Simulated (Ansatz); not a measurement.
```xyz
12

O     0.2927    2.0055    0.3243
Si    0.4062    0.3717    0.4507
F     1.3593   -0.0030    1.6930
Si   -1.6880   -0.5953    0.9185
Si    1.4305   -0.3571   -1.5288
H    -0.1955    2.4863    0.9954
H    -1.5473   -2.0457    1.2141
H    -2.5867   -0.4282   -0.2558
H    -2.3126    0.0798    2.0911
H     2.7402    0.3171   -1.7288
H     1.6402   -1.8283   -1.4596
H     0.5379   -0.0580   -2.6803
```

Geometry: PBE0-D4/def2-TZVP.

Theory: RKS PBE0-D4/def2-TZVPP in Ansatz.

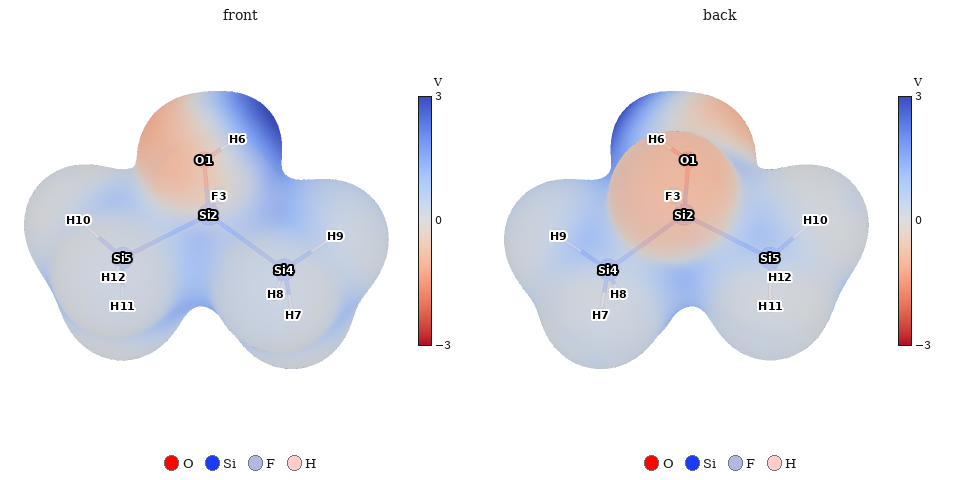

FH$_{7}$OSi$_{3}$ (SMILES O[Si](F)([SiH3])[SiH3]). The molecular electrostatic potential painted on the density surface at 0.002 e/bohr³, seen from the front and from behind; red is negative and blue positive.

Question: Which sites attract a positive test charge, and which a negative one?

Answer: A positive charge is drawn to the negative regions and a negative charge to the positive ones. The most negative region (about −1.0 V) lies over O1, the most positive (about +2.8 V) over H6. O1 is the likeliest acceptor of a hydrogen bond.
